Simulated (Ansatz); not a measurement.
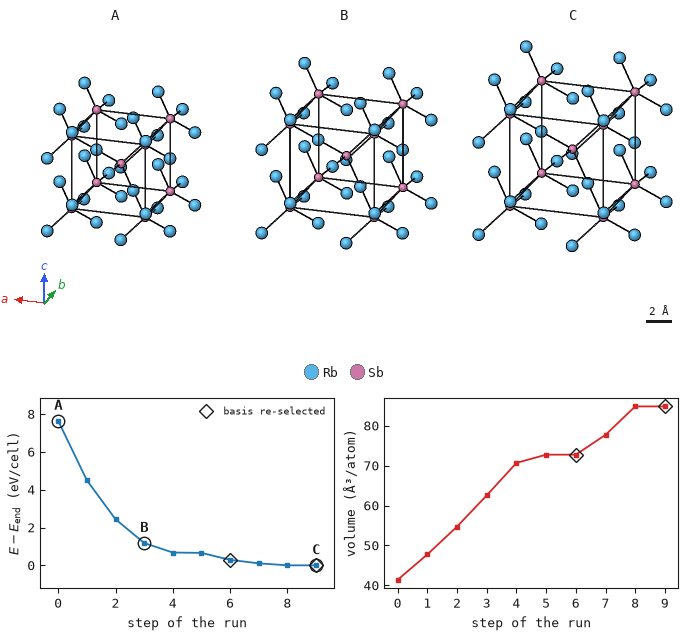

Frames of a relaxation of crystalline Rb$_{2}$Sb (built on the cuprite_224 type) (coarse preliminary run), marked on the history of the run. A ball-and-stick model of the cell of the calculation, seen from a free direction.

Case: cuprite type (Pn-3m, No. 224).

The calculation used Ansatz 0.2.0, DFT PBE, scalar-relativistic, plane waves, PAW.

The input:
```yaml
crystal:
  lattice:
    - [6.2861508111, 0.0, 0.0]
    - [0.0, 6.2861508111, 0.0]
    - [0.0, 0.0, 6.2861508111]
  atoms:
    - { symbol: Rb, position: [0.25, 0.25, 0.25] }
    - { symbol: Rb, position: [0.25, 0.75, 0.75] }
    - { symbol: Rb, position: [0.75, 0.75, 0.25] }
    - { symbol: Rb, position: [0.75, 0.25, 0.75] }
    - { symbol: Sb, position: [0.0, 0.0, 0.0] }
    - { symbol: Sb, position: [0.5, 0.5, 0.5] }
basis:
  ecutwfc: 420
kpoints:
  mp_grid: { grid: [4, 4, 4] }
hamiltonian:
  xc: pbe
scf:
  occupations: { method: gaussian, width: 0.1 }
  lower_state_search: "off"
output:
  forces: true
  stress: true
  eigenvalues: true
relax:
  adjacent_minimum: "off"
  f_tol: 0.04
  max_steps: 70
  cell: { stress_tol: 0.4 }
```

Run as
```bash
ansatz run input.yaml --threads 1 --pin off --max-ram 2560MiB --backend cpu --events-out ev --progress --plain --runs-dir out
```

**Describe the path.**

The atoms keep their places relative to the cell (all moves are under 0.005 Å). Cell: a = b = c 6.286 → 7.984 Å (+27.0 %). Volume +104.9 %. Near-neighbour distances that change, for instance: Rb1–Sb5 2.722 → 3.457 Å. The space group stays Pn-3m (No. 224). Over 7 accepted moves (9 points after the start) the energy falls by 7.641 eV per cell of the calculation. All forces vanish by symmetry, so only the cell relaxes. Pressure: 16.83 GPa at the start and 0.13 GPa at the end. The SCF was repeated twice at an unchanged geometry on a basis and grid sized afresh for the cell, which shifted the energy by 0.370 eV per cell of the calculation at most. From step 0 to 3: volume +51.1 %, energy −6.459 eV per cell of the calculation. From step 3 to 9: volume +35.6 %, energy −1.182 eV per cell of the calculation.

```csv
step,"E − E(0), meV/atom","pressure, GPa","volume, Å³/atom",note
0,0.00,16.83,41.400,
1,-523.94,10.21,47.755,
2,-866.90,5.92,54.729,
3,-1076.44,2.88,62.555,
4,-1160.61,0.52,70.678,
5,-1163.59,-0.05,72.747,
6,-1225.30,1.29,72.747,"same geometry, new basis"
7,-1255.64,0.71,77.706,
8,-1273.23,0.13,84.832,
9,-1273.48,0.13,84.832,"same geometry, new basis"
```
